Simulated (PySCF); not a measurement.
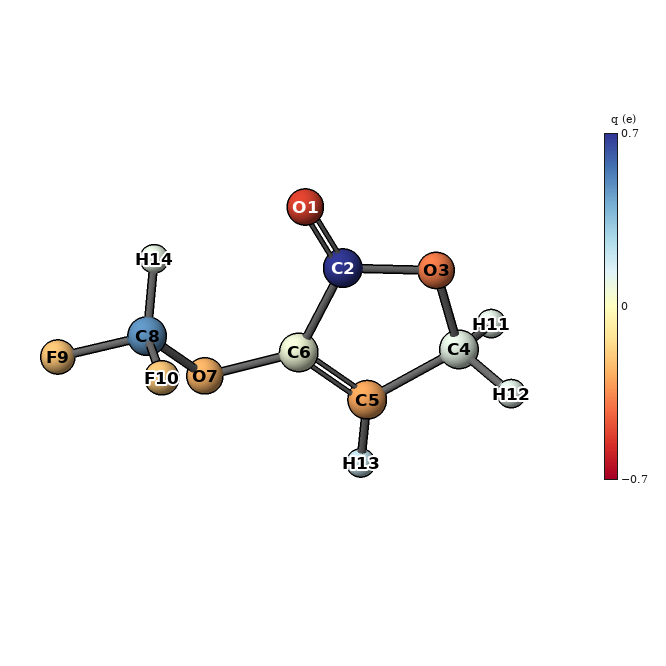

Atoms are coloured by their ESP-fitted charges. The computed structure is the end point of a GFN2-xTB optimisation. No frequency run is at hand to confirm it as a minimum. Method: PBE0/pcSseg-1, gas phase (PySCF 2.14.0).

Give the ESP-fitted charges atom by atom.

| atom | value (e) |
| --- | --- |
| O1 | −0.51 |
| C2 | 0.69 |
| O3 | −0.38 |
| C4 | 0.10 |
| C5 | −0.29 |
| C6 | 0.07 |
| O7 | −0.26 |
| C8 | 0.47 |
| F9 | −0.21 |
| F10 | −0.21 |
| H11 | 0.10 |
| H12 | 0.11 |
| H13 | 0.20 |
| H14 | 0.10 |
